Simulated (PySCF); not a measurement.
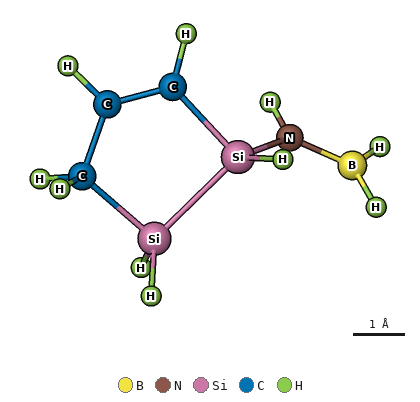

**Figure 1.** The structure (ball-and-stick view, seen at a tilt).

Run report: C3H10BNSi2, excited-state calculation

C3H10BNSi2, computed with TDDFT CAM-B3LYP/def2-SVPD, vertical, gas phase, core orbitals frozen in the response (PySCF 2.14.0).

The geometry comes from this level: GFN2-xTB. It belongs to a series of runs on one base structure; here: H on N replaced by BH2.

Input
```
{"job": {"kind": "uv", "xc": "CAM-B3LYP", "basis": "def2-SVPD", "nstates": 8, "ntriplets": 3}, "charge": 0, "multiplicity": 1}
B      3.245597     0.122025    -0.523068
N      1.879423     0.275032    -0.732871
Si     0.609967     0.613331     0.428708
C     -0.925666     1.136615    -0.537068
C     -2.063587     0.493221    -0.298673
C     -2.205335    -0.619596     0.693939
Si    -0.497115    -1.179148     1.376484
H      3.954831    -0.117668    -1.426126
H      3.656993     0.245374     0.566653
H      1.551916     0.153029    -1.680390
H      1.103676     1.707235     1.280226
H     -0.918901     1.940140    -1.261432
H     -2.975386     0.760036    -0.825841
H     -2.759756    -1.437427     0.228246
H     -2.843491    -0.265973     1.508208
H     -0.589199    -1.268790     2.839983
H     -0.230966    -2.545407     0.899344
```

The first line tells a small driver script what to run in PySCF; the rest is the geometry in Å.

Command:
```bash
OMP_NUM_THREADS=1 python <driver script> task.json out
```

Output
```
coarse grid: 14856 points
cycle   1  E = -778.3700239826  dE =  7.390e-01  |g| = 4.442e-01  |ddm| = 6.706e+00
cycle   2  E = -778.3818986114  dE = -1.187e-02  |g| = 4.261e-01  |ddm| = 1.245e+00
cycle   3  E = -778.4227860665  dE = -4.089e-02  |g| = 6.721e-02  |ddm| = 5.770e-01
cycle   4  E = -778.4237292938  dE = -9.432e-04  |g| = 3.121e-02  |ddm| = 1.495e-01
cycle   5  E = -778.4239826640  dE = -2.534e-04  |g| = 5.242e-03  |ddm| = 6.285e-02
cycle   6  E = -778.4239907733  dE = -8.109e-06  |g| = 1.637e-03  |ddm| = 1.253e-02
final grid: 133400 points
cycle   7  E = -778.5343428702  dE = -2.561e-05  |g| = 4.067e-03  |ddm| = 7.012e-02
cycle   8  E = -778.5343420742  dE =  7.960e-07  |g| = 4.598e-03  |ddm| = 1.414e-02
cycle   9  E = -778.5343471692  dE = -5.095e-06  |g| = 3.447e-04  |ddm| = 6.408e-03
cycle  10  E = -778.5343471945  dE = -2.528e-08  |g| = 1.684e-04  |ddm| = 7.835e-04
cycle  11  E = -778.5343472021  dE = -7.635e-09  |g| = 2.022e-05  |ddm| = 3.931e-04
cycle  12  E = -778.5343472022  dE = -1.501e-10  |g| = 8.200e-06  |ddm| = 7.913e-05
```

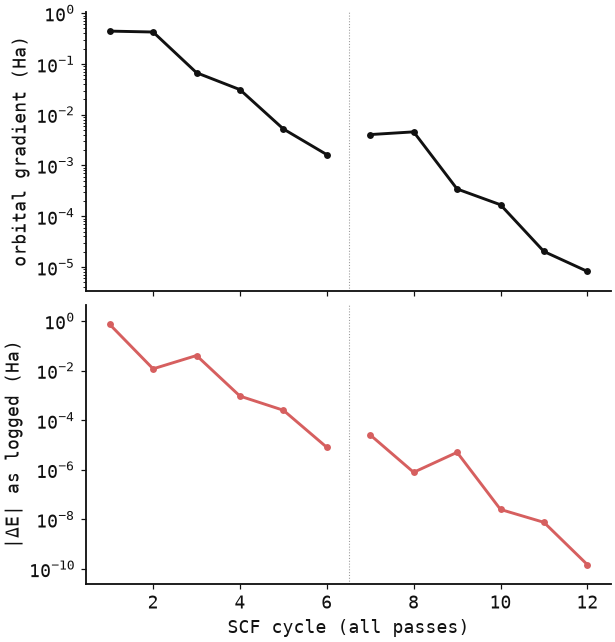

**Figure 2.** Convergence of the self-consistent field: orbital gradient and size of the energy change against the SCF cycle. The dotted line marks the change from a coarse to the final integration grid. The first 6 cycles use a coarse grid, the final grid takes over at cycle 7, and the field converges after 12 cycles in all.

```
converged SCF energy = -778.5343472022

Static polarisability (au): isotropic 108.149, principal 86.407 104.903 133.138

Singlet excitations
state   eV       nm        f      main configurations
  1   5.8769    211.0   0.01116   H->L 0.85
  2   6.4866    191.1   0.05041   H->L+1 0.59, H-1->L 0.24
  3   6.5535    189.2   0.06820   H-1->L 0.52, H->L+1 0.24
  4   6.6749    185.7   0.02375   H->L+2 0.40, H->L+3 0.28, H-2->L 0.09
  5   6.8918    179.9   0.01463   H-3->L+1 0.19, H-2->L+1 0.14, H-1->L+1 0.11
  6   6.9977    177.2   0.00990   H-1->L+1 0.47, H-1->L+2 0.16, H-1->L+3 0.09
  7   7.0699    175.4   0.18778   H->L+4 0.26, H->L+3 0.15, H-2->L 0.10
  8   7.2011    172.2   0.03015   H->L+2 0.40, H->L+3 0.28

Triplet excitations (Tamm-Dancoff, eV): 4.3444 5.4144 5.7296
```

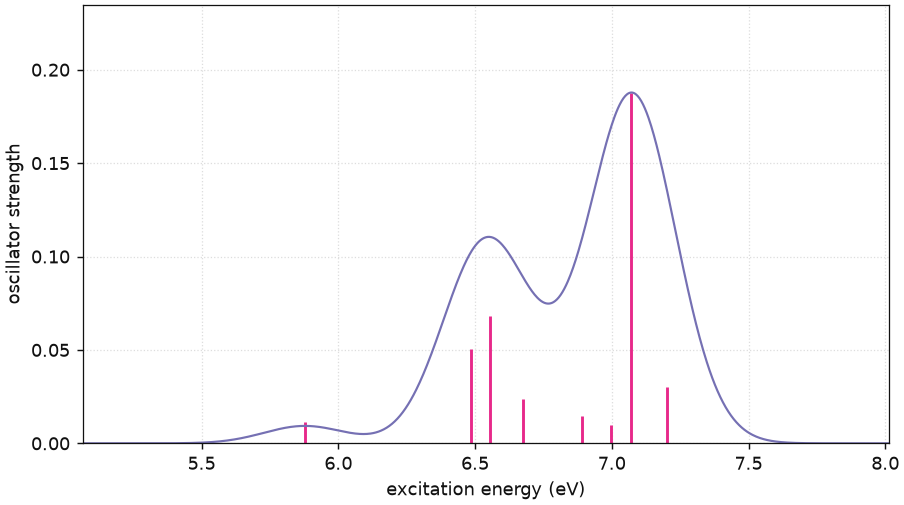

**Figure 3.** Computed excitations as sticks (degenerate states added up, dark ones marked on the axis), with a Gaussian envelope of 0.35 eV full width at half maximum, scaled to the tallest. Of the 8 states the lowest lies at 5.88 eV (f = 0.011); the strongest line is at 7.07 eV, or 175 nm (f = 0.188).

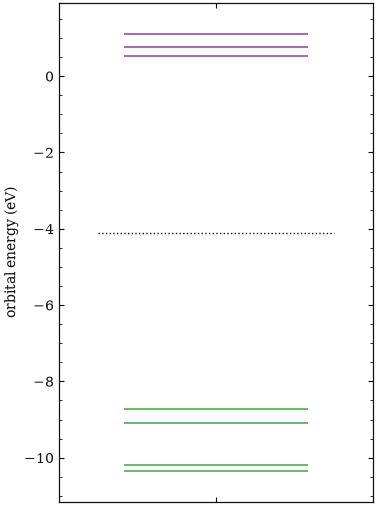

**Figure 4.** Orbital energies near the frontier; the dotted line parts filled from empty levels, and levels within 0.02 eV of each other stand side by side. Highest filled −8.72 eV, lowest empty 0.52 eV, 9.24 eV apart.

Summary

```csv
quantity,value
outcome,converged
total energy,−778.534347 hartree
HOMO,−8.72 eV
LUMO,0.52 eV
dipole moment,2.24 D
mean polarisability,108.15 a.u.
lowest singlet excitation,5.88 eV
hardware,"1 CPU thread, shared host"
wall time,58 s
peak memory,0.99 GiB
```
